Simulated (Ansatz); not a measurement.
**A correction line for PBE0-D4/def2-TZVPP: vertical ionisation energy**

The vertical ionisation energy (cation less neutral) in eV of 7 Ge-containing molecules: x at PBE0-D4/def2-TZVPP, y at CCSD(T)/def2-TZVPP. Shapes, held fixed at every level: PBE0-D4/def2-TZVP. Flexible molecules stand in one conformer, not always the lowest. Programs: Ansatz 0.2.0.

| molecule | x (eV) | y (eV) |
| --- | --- | --- |
| Ge2Si3H10 (SMILES [SiH2]1[SiH2][GeH2][SiH2][GeH2]1) | 9.20 | 9.38 |
| Ge2Si4H14 (SMILES [SiH3][SiH2][GeH2][GeH2][SiH2][SiH3]) | 9.22 | 9.40 |
| Ge2Si4H14 (SMILES [SiH3][SiH2][SiH2][GeH2][SiH2][GeH3]) | 9.29 | 9.50 |
| Ge4SiH12 (SMILES [GeH3][GeH2][SiH2][GeH2][GeH3]) | 9.32 | 9.53 |
| Ge3SiH10 (SMILES [SiH3][GeH2][GeH2][GeH3]) | 9.38 | ? |
| GeSi4H12 (SMILES [SiH3][SiH2][GeH2][SiH2][SiH3]) | 9.39 | 9.56 |
| Ge3SiH10 (SMILES [GeH3][SiH2][GeH2][GeH3]) | 9.45 | 9.64 |

Task: Fit y = c + s·x to the known rows and predict y for Ge3SiH10 (SMILES [SiH3][GeH2][GeH2][GeH3]).

Result: 
1. Means of the 6 rows: x = 9.3117, y = 9.502.
2. Σ(Δx)² = 0.046683, Σ(Δx·Δy) = 0.046883, so the slope is 0.046883/0.046683 = 1.0043.
3. Intercept: 9.502 − (1.0043) × 9.3117 = 0.150. The largest residual of the fit is 0.020.
4. Ge3SiH10 (SMILES [SiH3][GeH2][GeH2][GeH3]): 0.150 + 1.0043 × 9.38 = 9.57 eV.

CCSD(T)/def2-TZVPP gives 9.54 eV, so the prediction is off by +0.03 eV, more than the largest residual. Uncorrected, PBE0-D4/def2-TZVPP misses it by -0.16 eV, and the other rows by 0.19 on average. The line overshoots: the miss goes from -0.16 to +0.03. Left out in turn, the other rows are missed by 0.02 eV on average, so much of the error is systematic among these molecules. Cations run unrestricted. Relativity is left out for Ge. Outer-core shells of Ge are correlated, in sets that cover them unevenly.

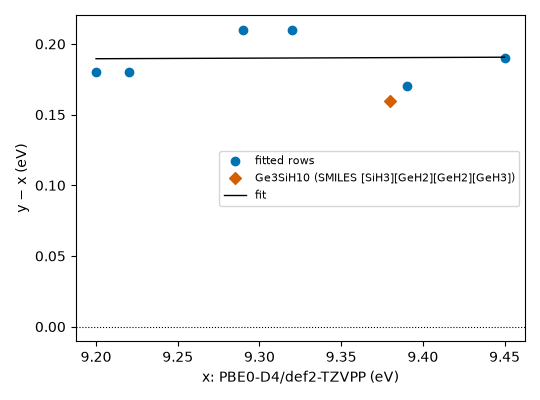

The correction y − x against x, with the fitted line and the withheld molecule.
